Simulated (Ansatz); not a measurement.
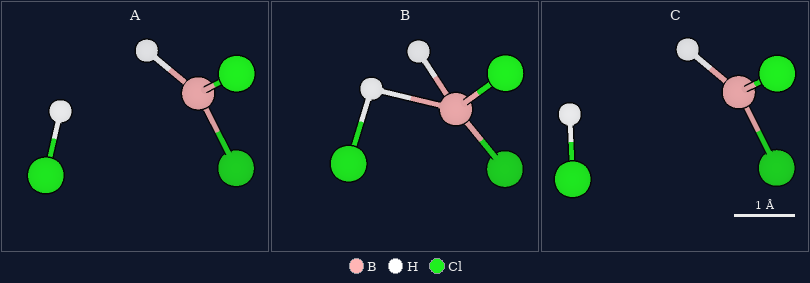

3 geometries from a converged minimum-energy path of BH₂Cl₃, made up at the start of BHCl2 and HCl, shuffled. Style: ball-and-stick. Shown from a free direction.

The calculation used RKS PBE0/def2-SVP in Ansatz 0.2.0. Run with 7 movable images; climbing image; force threshold 0.05 eV/Å; iteration limit 60; starting path through a guess of the saddle point.

### Which frame is the top of the path?

B. In order along the path, whose images run from 0 to 8: C (image 1, +0.01 eV), A (image 2, +0.07 eV), B (image 4, +0.83 eV). Breaking: B–H (1.20 → 3.28 Å), Cl–H (1.29 → 3.32 Å). Forming: B–Cl (3.38 → 1.74 Å), H–H (2.90 → 0.76 Å).

Limits of the set-up: the start holds two separate molecules, 2.9 Å apart at their closest, whose relative position is a soft coordinate and is computed without a dispersion correction.

The run took 8.6 min on 1 thread of Arm Neoverse V2, with other jobs on the host, peak memory 0.15 GiB.
